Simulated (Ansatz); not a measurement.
**Effect of O → Te on SrTiO3**

Start from SrTiO3 in the cubic perovskite structure (space group Pm-3m, No. 221; a = 3.9365 Å).

The change: full substitution O → Te; the structure is relaxed again.

The values are results of PBE (Ansatz, a quantum-chemistry and plane-wave program; PAW; 420 eV plane waves; no spin-orbit coupling), earlier PAW set, not measurements. k-mesh 6×6×6 (Γ-centred); smearing 0.05 eV (Fermi–Dirac), for the changed cell.

```tsv
quantity	base	changed	shift
volume per atom	12.20 Å³	32.30 Å³	+20.10 Å³
density	4.99 g/cm³	5.33 g/cm³	+0.334 g/cm³
lattice parameter a	3.936 Å	5.446 Å	+1.5095 Å
band gap	1.85 eV	zero	–
```

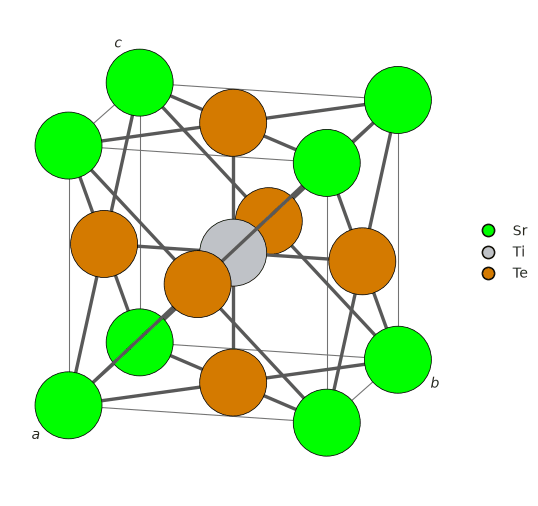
*The relaxed conventional cell after the change*

Cost of the whole job for the changed cell (relaxation, final SCF and bands): very roughly 2.5 core-minutes.

Whether these cells are dynamically stable was not tested. As relaxed here, SrTiTe3 is a hypothetical phase, not in the database extracts checked. All final runs are without spin polarisation. Many cubic perovskites are stable only at high temperature; tilts and polar distortions were not tested. SrTiTe3 has a high density of states at the Fermi level and may be magnetic at this level.
